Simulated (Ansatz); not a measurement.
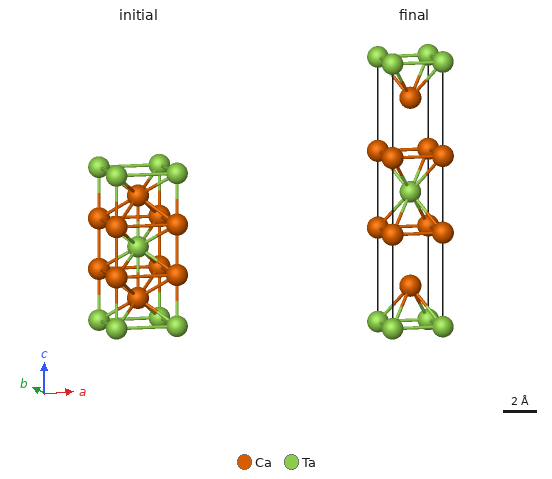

The structure of crystalline Ca₂Ta (built on the MoSi2 (C11b)_139 type) (coarse preliminary run) before (left) and after (right) a relaxation, at one scale.

Style: ball-and-stick. Shown: the conventional cell (2 times the calculation's cell), slightly off an axis. Lengths and directions refer to the drawn axes.

Case: MoSi2 (C11b) type (I4/mmm, No. 139).

Computed with DFT PBE, scalar-relativistic, plane waves, PAW in Ansatz 0.2.0. Settings: plane-wave cutoff 420 eV; k-point mesh 6 × 6 × 6; occupations gaussian; smearing width 0.1 eV; no spin polarisation; cell and atoms relaxed; force threshold 0.04 eV/Å; at most 70 steps.

Question: Describe what moved and what it gained.

Answer: Over 17 accepted moves (20 points after the start) the energy falls by 537 meV per atom. The largest force component goes from 0.12 to 0.0052 eV/Å. Pressure: 9.68 GPa at the start and 0.19 GPa at the end. The SCF was repeated 3 times at an unchanged geometry on a basis and grid sized afresh for the cell, which shifted the energy by 56.5 meV per atom at most. The largest moves relative to the cell, 0.33 Å, are those of Ca atoms. Ta stays in place. The drawn cell changes as follows: a = b 3.859 → 3.207 Å (−16.9 %), c 9.468 → 16.391 Å (+73.1 %); the volume changes by +19.6 %. Some distances before and after: Ca–Ta 3.172 → 5.820 Å, Ca–Ca 3.124 → 4.752 Å, Ca–Ca 3.168 → 4.123 Å, Ca–Ca 3.859 → 3.207 Å. Bonds break: Ca–Ca (3.12 → 4.75 Å), Ca–Ca (3.17 → 4.12 Å), Ca–Ta (3.17 → 5.82 Å). The space group stays I4/mmm (No. 139). The run took 58 s on 1 thread of Arm Neoverse V1, on a shared host, peak memory 0.36 GiB.
